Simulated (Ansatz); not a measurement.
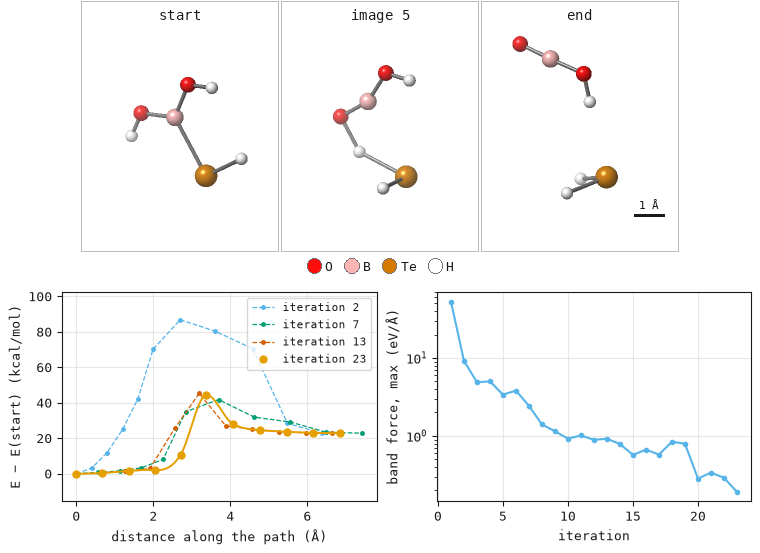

NEB run on BH3TeO2. Images are numbered from 0 (start) to 10 (end). The plot follows the band through its iterations. The picture is a ball-and-stick view, seen at a tilt.

All numbers below come from RKS B3LYP/def2-SVPD in Ansatz. Run with 9 movable images; climbing image; force threshold 0.2 eV/Å; iteration limit 31; starting path through a guess of the saddle point.

How did the profile develop, and is the result final?

The run is converged, with reservations. The band converged in 23 iterations. The largest component of the band force went from 53 to 0.19 eV/Å. The climbing image converged on the top of the path. Its curvatures weren't checked. The force threshold is loose. The first iteration put the highest image at 285.2 kcal/mol. Forward barrier 44.5 kcal/mol, backward barrier 21.6 kcal/mol, with image 5 at the top; the reaction energy is +22.9 kcal/mol.
